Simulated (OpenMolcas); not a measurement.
## Run report: CHF2, single-point calculation (part 2 of 2)

CHF2, multiplicity 2; HF/STO-3G, UHF (OpenMolcas 26.06). A bond length was changed on purpose from its optimised value.

Geometry of the input (Å):
```
F  -2.4550  0.4658  -0.5278
C  0.0386  0.0634  0.2444
F  0.4331  -1.1668  -0.0296
H  0.7365  0.8387  -0.0731
```

## Output, continued
```
Iter     Tot. SCF        One-elec.       Two-elec.     Energy      Max Dij or  Max Fij      DNorm      TNorm      AccCon     Time
         Energy          Energy          Energy        Change      Delta Norm                                                in Sec.
   1  -233.272597215  -434.027114960   148.794667799   0.00E+00    3.76E-01*   1.66E-01*    7.35E+00   4.77E+01   None         0.
   2  -231.551181734  -428.577382742   145.066351062   1.72E+00*   4.37E-01*   4.59E-02*    4.32E+00   4.75E+01   EDIIS        0.
   3  -233.608626383  -432.065695254   146.497218926  -2.06E+00*   8.68E-01*   1.55E-01*    1.93E+00   4.74E+01   EDIIS        0.
   4  -233.777982463  -431.682950700   145.945118291  -1.69E-01*   3.55E-01*   1.04E-01*    1.53E+00   4.75E+01   EDIIS        0.
   5  -233.850065772  -431.533814320   145.723898602  -7.21E-02*   1.65E-01*   5.47E-02*    8.16E-01   4.74E+01   EDIIS        0.
   6  -233.863220282  -431.498746141   145.675675913  -1.32E-02*   7.32E-02*   2.06E-02*    3.48E-01   4.74E+01   EDIIS        0.
   7  -233.866383093  -431.496035411   145.669802373  -3.16E-03*   7.17E-02*   7.65E-03*    1.62E-01   4.74E+01   c2DIIS       0.
   8  -233.867137400  -431.494781408   145.667794063  -7.54E-04*   7.74E-02*   1.90E-02*    1.42E-01   4.74E+01   QNRc2DIIS    0.
   9  -233.868842640  -431.493800535   145.665107949  -1.71E-03*   1.01E+00*   1.77E-02*    1.14E-01   4.74E+01   QNRc2DIIS    0.
  10  -233.865599905  -431.574281026   145.748831175   3.24E-03*   6.64E-01*   2.61E-02*    1.44E+00   4.75E+01   QNRc2DIIS    0.
  11  -233.874459919  -431.503671482   145.669361617  -8.86E-03*   1.02E-01*   7.66E-03*    9.74E-01   4.75E+01   QNRc2DIIS    0.
  12  -233.875319627  -431.513503117   145.678333544  -8.60E-04*   2.37E-02*   4.86E-03*    1.50E-01   4.75E+01   QNRc2DIIS    0.
  13  -233.875460514  -431.516710217   145.681399757  -1.41E-04*   6.51E-03*   4.01E-03*    3.59E-02   4.75E+01   QNRc2DIIS    0.
  14  -233.875492226  -431.517778661   145.682436489  -3.17E-05*   6.51E-02*   3.71E-03*    1.04E-02   4.75E+01   QNRc2DIIS    0.
  15  -233.875691777  -431.527018543   145.691476821  -2.00E-04*   1.61E-02*   8.89E-04*    9.99E-02   4.75E+01   QNRc2DIIS    0.
  16  -233.875702611  -431.529392716   145.693840159  -1.08E-05*   2.73E-03*   1.68E-04*    2.55E-02   4.75E+01   QNRc2DIIS    0.
  17  -233.875703075  -431.529852044   145.694299024  -4.63E-07*   1.96E-03*   1.63E-04*    4.25E-03   4.75E+01   QNRc2DIIS    0.
  18  -233.875703403  -431.529926422   145.694373074  -3.28E-07*   1.65E-03*   1.56E-04*    2.74E-03   4.75E+01   QNRc2DIIS    0.
  19  -233.875703582  -431.529945664   145.694392137  -1.79E-07*   2.22E-03*   1.53E-04*    2.19E-03   4.75E+01   QNRc2DIIS    0.
  20  -233.875703696  -431.529961241   145.694407599  -1.15E-07*   1.36E-03*   1.54E-04*    2.91E-03   4.75E+01   QNRc2DIIS    0.
  21  -233.875703864  -431.529937896   145.694384087  -1.67E-07*   2.68E-02*   1.68E-04*    1.73E-03   4.75E+01   QNRc2DIIS    0.
  22  -233.875706848  -431.529716865   145.694160072  -2.98E-06*   6.18E-02*   2.23E-04*    3.35E-02   4.75E+01   QNRc2DIIS    0.
  23  -233.875711541  -431.530720021   145.695158534  -4.69E-06*   3.19E-03*   9.40E-05*    7.62E-02   4.75E+01   QNRc2DIIS    0.
  24  -233.875711666  -431.530636750   145.695075138  -1.25E-07*   1.74E-03*   6.23E-05*    3.97E-03   4.75E+01   QNRc2DIIS    0.
  25  -233.875711741  -431.530654240   145.695092553  -7.55E-08*   9.39E-05*   1.24E-05*    2.39E-03   4.75E+01   QNRc2DIIS    0.
  26  -233.875711743  -431.530625567   145.695063878  -1.11E-09*   3.98E-05*   5.43E-06*    1.44E-04   4.75E+01   QNRc2DIIS    0.
  27  -233.875711743  -431.530656549   145.695094861   8.14E-11*   8.97E-05*   6.05E-06*    5.82E-05   4.75E+01   QNRc2DIIS    0.
  28  -233.875711743  -431.530626548   145.695064860  -3.69E-10*   1.59E-05*   2.15E-06*    1.38E-04   4.75E+01   QNRc2DIIS    0.
  29  -233.875711743  -431.530630916   145.695069227  -2.77E-11    2.73E-06    2.13E-06*    2.52E-05   4.75E+01   QNRc2DIIS    0.
  30  -233.875711743  -431.530630972   145.695069283  -5.97E-12    3.41E-06    2.13E-06*    3.92E-06   4.75E+01   QNRc2DIIS    0.
  31  -233.875711743  -431.530630973   145.695069285  -7.22E-12    1.06E-06    2.12E-06*    4.84E-06   4.75E+01   QNRc2DIIS    0.
  32  -233.875711743  -431.530631241   145.695069553   5.12E-13*   1.36E-06    2.12E-06*    1.99E-06   4.75E+01   QNRc2DIIS    0.
  33  -233.875711743  -431.530630797   145.695069108  -2.84E-13    4.10E-06    2.12E-06*    2.04E-06   4.75E+01   QNRc2DIIS    0.
  34  -233.875711743  -431.530631287   145.695069599  -8.87E-12    1.88E-06    2.12E-06*    5.94E-06   4.75E+01   QNRc2DIIS    0.
  35  -233.875711743  -431.530631279   145.695069590  -4.09E-12    1.74E-06    2.11E-06*    2.55E-06   4.75E+01   QNRc2DIIS    0.
  36  -233.875711743  -431.530631270   145.695069581  -4.09E-12    1.45E-06    2.11E-06*    2.35E-06   4.75E+01   QNRc2DIIS    0.
  37  -233.875711743  -431.530631266   145.695069577  -3.18E-12    1.79E-06    2.11E-06*    1.94E-06   4.75E+01   QNRc2DIIS    0.
  38  -233.875711743  -431.530631269   145.695069580  -3.98E-12    2.54E-06    2.11E-06*    2.42E-06   4.75E+01   QNRc2DIIS    0.
  39  -233.875711743  -431.530631426   145.695069738  -4.55E-12    1.97E-06    2.10E-06*    3.55E-06   4.75E+01   QNRc2DIIS    0.
  40  -233.875711743  -431.530631351   145.695069662  -4.21E-12    1.76E-06    2.10E-06*    2.68E-06   4.75E+01   QNRc2DIIS    0.
  41  -233.875711743  -431.530631338   145.695069650  -3.98E-12    1.78E-06    2.10E-06*    2.36E-06   4.75E+01   QNRc2DIIS    0.
  42  -233.875711743  -431.530631366   145.695069677  -3.92E-12    1.84E-06    2.09E-06*    2.39E-06   4.75E+01   QNRc2DIIS    0.
  43  -233.875711743  -431.530631347   145.695069658  -4.15E-12    1.87E-06    2.09E-06*    2.45E-06   4.75E+01   QNRc2DIIS    0.
  44  -233.875711743  -431.530631291   145.695069603  -4.09E-12    1.79E-06    2.09E-06*    2.50E-06   4.75E+01   QNRc2DIIS    0.
  45  -233.875711743  -431.530631308   145.695069619  -3.87E-12    1.80E-06    2.09E-06*    2.40E-06   4.75E+01   QNRc2DIIS    0.
  46  -233.875711743  -431.530631288   145.695069599  -4.15E-12    1.79E-06    2.08E-06*    2.40E-06   4.75E+01   QNRc2DIIS    0.
  47  -233.875711743  -431.530631264   145.695069575  -3.92E-12    1.83E-06    2.08E-06*    2.40E-06   4.75E+01   QNRc2DIIS    0.
  48  -233.875711743  -431.530631251   145.695069562  -4.04E-12    1.79E-06    2.08E-06*    2.37E-06   4.75E+01   QNRc2DIIS    0.
  49  -233.875711743  -431.530631237   145.695069548  -3.92E-12    1.78E-06    2.07E-06*    2.37E-06   4.75E+01   QNRc2DIIS    0.
  50  -233.875711743  -431.530631228   145.695069539  -3.92E-12    1.78E-06    2.07E-06*    2.36E-06   4.75E+01   QNRc2DIIS    0.
  51  -233.875711743  -431.530631213   145.695069524  -3.98E-12    1.85E-06    2.07E-06*    2.38E-06   4.75E+01   QNRc2DIIS    0.
  52  -233.875711743  -431.530631204   145.695069515  -3.87E-12    2.30E-06    2.07E-06*    2.34E-06   4.75E+01   QNRc2DIIS    0.
  53  -233.875711743  -431.530631163   145.695069475  -3.92E-12    1.79E-06    2.06E-06*    2.69E-06   4.75E+01   QNRc2DIIS    0.
  54  -233.875711743  -431.530631135   145.695069446  -3.98E-12    1.80E-06    2.06E-06*    2.42E-06   4.75E+01   QNRc2DIIS    0.
  55  -233.875711743  -431.530631118   145.695069429  -3.98E-12    2.06E-06    2.06E-06*    2.32E-06   4.75E+01   QNRc2DIIS    0.
  56  -233.875711743  -431.530631740   145.695070052  -4.09E-12    1.82E-06    2.06E-06*    3.05E-06   4.75E+01   QNRc2DIIS    0.
  57  -233.875711743  -431.530631674   145.695069986  -3.92E-12    1.73E-06    2.05E-06*    2.33E-06   4.75E+01   QNRc2DIIS    0.
  58  -233.875711743  -431.530631742   145.695070053  -3.87E-12    1.75E-06    2.05E-06*    2.32E-06   4.75E+01   QNRc2DIIS    0.
  59  -233.875711743  -431.530631713   145.695070024  -3.81E-12    1.75E-06    2.05E-06*    2.34E-06   4.75E+01   QNRc2DIIS    0.
  60  -233.875711743  -431.530631686   145.695069997  -3.69E-12    1.75E-06    2.05E-06*    2.34E-06   4.75E+01   QNRc2DIIS    0.
  61  -233.875711743  -431.530631663   145.695069974  -3.98E-12    1.74E-06    2.04E-06*    2.35E-06   4.75E+01   QNRc2DIIS    0.
  62  -233.875711743  -431.530631667   145.695069978  -3.81E-12    1.73E-06    2.04E-06*    2.31E-06   4.75E+01   QNRc2DIIS    0.
  63  -233.875711743  -431.530631669   145.695069980  -3.75E-12    1.74E-06    2.04E-06*    2.31E-06   4.75E+01   QNRc2DIIS    0.
  64  -233.875711743  -431.530631675   145.695069986  -3.69E-12    1.73E-06    2.03E-06*    2.32E-06   4.75E+01   QNRc2DIIS    0.
  65  -233.875711743  -431.530631678   145.695069990  -3.92E-12    1.73E-06    2.03E-06*    2.31E-06   4.75E+01   QNRc2DIIS    0.
  66  -233.875711743  -431.530631681   145.695069992  -3.81E-12    1.73E-06    2.03E-06*    2.31E-06   4.75E+01   QNRc2DIIS    0.
  67  -233.875711743  -431.530631681   145.695069992  -3.58E-12    1.73E-06    2.03E-06*    2.30E-06   4.75E+01   QNRc2DIIS    0.
  68  -233.875711743  -431.530631682   145.695069993  -3.81E-12    1.72E-06    2.02E-06*    2.30E-06   4.75E+01   QNRc2DIIS    0.
  69  -233.875711743  -431.530631682   145.695069993  -3.81E-12    1.72E-06    2.02E-06*    2.30E-06   4.75E+01   QNRc2DIIS    0.
  70  -233.875711743  -431.530631682   145.695069993  -3.64E-12    1.72E-06    2.02E-06*    2.29E-06   4.75E+01   QNRc2DIIS    0.
  71  -233.875711743  -431.530631682   145.695069993  -3.75E-12    1.72E-06    2.02E-06*    2.29E-06   4.75E+01   QNRc2DIIS    0.
  72  -233.875711743  -431.530631682   145.695069993  -3.64E-12    1.71E-06    2.01E-06*    2.29E-06   4.75E+01   QNRc2DIIS    0.
  73  -233.875711743  -431.530631682   145.695069993  -3.64E-12    1.71E-06    2.01E-06*    2.28E-06   4.75E+01   QNRc2DIIS    0.
  74  -233.875711743  -431.530631682   145.695069993  -3.75E-12    1.71E-06    2.01E-06*    2.28E-06   4.75E+01   QNRc2DIIS    0.
  75  -233.875711743  -431.530631681   145.695069992  -3.64E-12    1.71E-06    2.00E-06*    2.28E-06   4.75E+01   QNRc2DIIS    0.
  76  -233.875711743  -431.530631680   145.695069991  -3.64E-12    1.71E-06    2.00E-06*    2.27E-06   4.75E+01   QNRc2DIIS    0.
  77  -233.875711743  -431.530631679   145.695069991  -3.64E-12    1.70E-06    2.00E-06*    2.27E-06   4.75E+01   QNRc2DIIS    0.
  78  -233.875711743  -431.530631678   145.695069990  -3.64E-12    1.70E-06    2.00E-06*    2.27E-06   4.75E+01   QNRc2DIIS    0.
  79  -233.875711743  -431.530631677   145.695069988  -3.64E-12    1.70E-06    1.99E-06*    2.26E-06   4.75E+01   QNRc2DIIS    0.
  80  -233.875711743  -431.530631676   145.695069987  -3.75E-12    1.70E-06    1.99E-06*    2.26E-06   4.75E+01   QNRc2DIIS    0.
  81  -233.875711743  -431.530631675   145.695069986  -3.52E-12    1.69E-06    1.99E-06*    2.26E-06   4.75E+01   QNRc2DIIS    0.
  82  -233.875711743  -431.530631674   145.695069985  -3.64E-12    1.26E-03*   1.99E-06*    2.25E-06   4.75E+01   QNRc2DIIS    0.
  83  -233.875711744  -431.530629427   145.695067736  -1.34E-09*   2.57E-07    3.74E-08     1.68E-03   4.75E+01   QNRc2DIIS    0.
  84  -233.875711744  -431.530629448   145.695067758   0.00E+00    6.59E-08    3.72E-08     3.44E-07   4.75E+01   QNRc2DIIS    0.

       Convergence after  84 Iterations
--

 *****************************************************************************************************************************
 *                                             SCF/KS-DFT Program, Final results                                             *
 *                                                       Final Results                                                       *
 *****************************************************************************************************************************

::    Total SCF energy                               -233.8757117445
      One-electron energy                            -431.5306294480
      Two-electron energy                             145.6950677578
      Nuclear repulsion energy                         51.9598499458
      Kinetic energy (interpolated)                   231.8330590781
      Virial theorem                                    1.0088108774
      Total spin, S(S+1)                                1.3915026914
      Total spin, S                                     0.7812114156
      Max non-diagonal density matrix element           0.0000000414
      Max non-diagonal Fock matrix element              0.0000000206

      All orbitals with orbital energies smaller than  E(LUMO)+0.5 are printed

++    Molecular orbitals:
      -------------------

      Title: UHF orbitals (alpha)

      Molecular orbitals for symmetry species 1: a

          Orbital            1         2         3         4         5         6         7         8         9        10
          Energy          -26.0080  -25.9626  -11.0545   -1.5522   -1.5021   -0.8103   -0.6207   -0.6149   -0.5553   -0.5198
          Occ. No.          1.0000    1.0000    1.0000    1.0000    1.0000    1.0000    1.0000    1.0000    1.0000    1.0000

          Orbital           11        12        13        14        15        16
          Energy           -0.5091   -0.5089   -0.3245    0.2734    0.6503    0.7162
          Occ. No.          1.0000    1.0000    1.0000    0.0000    0.0000    0.0000

--

      All orbitals with orbital energies smaller than  E(LUMO)+0.5 are printed

++    Molecular orbitals:
      -------------------

      Title: UHF orbitals (beta)

      Molecular orbitals for symmetry species 1: a

          Orbital            1         2         3         4         5         6         7         8         9        10
          Energy          -26.0080  -25.9333  -11.0543   -1.5522   -1.3084   -0.8098   -0.6195   -0.5554   -0.5200   -0.4560
          Occ. No.          1.0000    1.0000    1.0000    1.0000    1.0000    1.0000    1.0000    1.0000    1.0000    1.0000

          Orbital           11        12        13        14        15        16
          Energy           -0.4557   -0.3250    0.2730    0.3820    0.6505    0.7166
          Occ. No.          1.0000    1.0000    0.0000    0.0000    0.0000    0.0000

--

++    Molecular charges:
      ------------------

      Mulliken charges per centre and basis function type
      ---------------------------------------------------

                            F1                      C2                      F3                      H4
                     alpha        beta       alpha        beta       alpha        beta       alpha        beta
      1s           1.9998      2.0000      1.7288      1.7273      1.9684      1.9683      0.4844      0.4847
      2px          0.9980      0.2512      0.2917      0.7559      0.9104      0.9717      0.0000      0.0000
      2pz          0.9999      0.7711      0.5840      0.1078      0.9543      0.8893      0.0000      0.0000
      2py          0.9999      0.9815      0.3533      0.3606      0.7270      0.7307      0.0000      0.0000
      Total        4.9976      4.0037      2.9579      2.9515      4.5601      4.5601      0.4844      0.4847
      Total              9.0013                  5.9094                  9.1201                  0.9691

      Charge           -0.0013                  0.0906                 -0.1201                  0.0309

      Total electronic charge=   25.000000

      Total            charge=   -0.000000
--

++    Molecular orbitals:
      -------------------

      Title: Natural orbitals

      Molecular orbitals for symmetry species 1: a

          Orbital            1         2         3         4         5         6         7         8         9        10
          Energy          -26.0080  -25.9479  -11.0544   -1.5520   -1.3631   -0.7661   -0.5924   -0.5113   -0.4828   -0.5894
          Occ. No.          2.0000    2.0000    2.0000    2.0000    2.0000    2.0000    2.0000    2.0000    2.0000    2.0000

          Orbital           11        12        13        14        15        16
          Energy           -0.5472   -0.2280   -0.1127    0.1498    0.6682    0.6981
          Occ. No.          1.9993    1.5999    1.0000    0.4001    0.0007    0.0000

--

++    Molecular properties:
      ---------------------

      Charge (e):
                      =   -0.0000
      Dipole Moment (debye):
      Origin of the operator (angstrom)=   -0.7295   -0.2296   -0.1516
                   X=  7.1040E-01               Y=  4.4454E-01               Z= -3.1385E-01           Total=  8.9487E-01
      Quadrupole Moment (debye*angstrom):
      Origin of the operator (angstrom)=   -0.7295   -0.2296   -0.1516
                  XX= -1.2250E+01              XY=  9.8372E-01              XZ=  6.8572E-01              YY= -1.4172E+01
                  YZ= -2.9058E-01              ZZ= -1.3315E+01
      In traceless form (debye*angstrom)
                  XX=  1.4932E+00              XY=  1.4756E+00              XZ=  1.0286E+00              YY= -1.3899E+00
                  YZ= -4.3587E-01              ZZ= -1.0332E-01
--

--- Stop Module: scf /rc=_RC_ALL_IS_WELL_ ---
--- Module scf spent 1 second ---

.##################.
.# Happy landing! #.
.##################.

    Timing: Wall=1.73 User=1.41 System=0.32
```

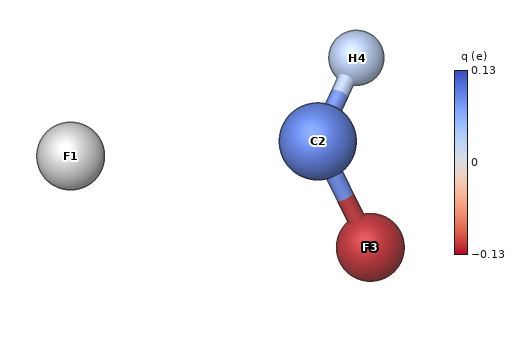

**Figure 1.** Mulliken charges, as the colour of each atom (ball-and-stick view, seen on its broad side; atoms are numbered from 1 in the order of the input). By element: F −0.12 to 0.00, C +0.09 and H +0.03 e.

## Results in brief

```tsv
quantity	value
outcome	converged
total energy	−233.875712 hartree
basis functions	16
⟨S²⟩	1.392
dipole moment	0.89 debye
hardware	1 thread of Intel Xeon (Granite Rapids), 64 GiB of memory available, shared host
wall time	1.9 s
peak memory	0.37 GiB
```

The record of the run, not the program, notes: spin contamination; the Hartree-Fock reference is not the lowest state of its kind. ⟨S²⟩ is 1.39 against 0.75 for a pure state: the solution is spin-contaminated.
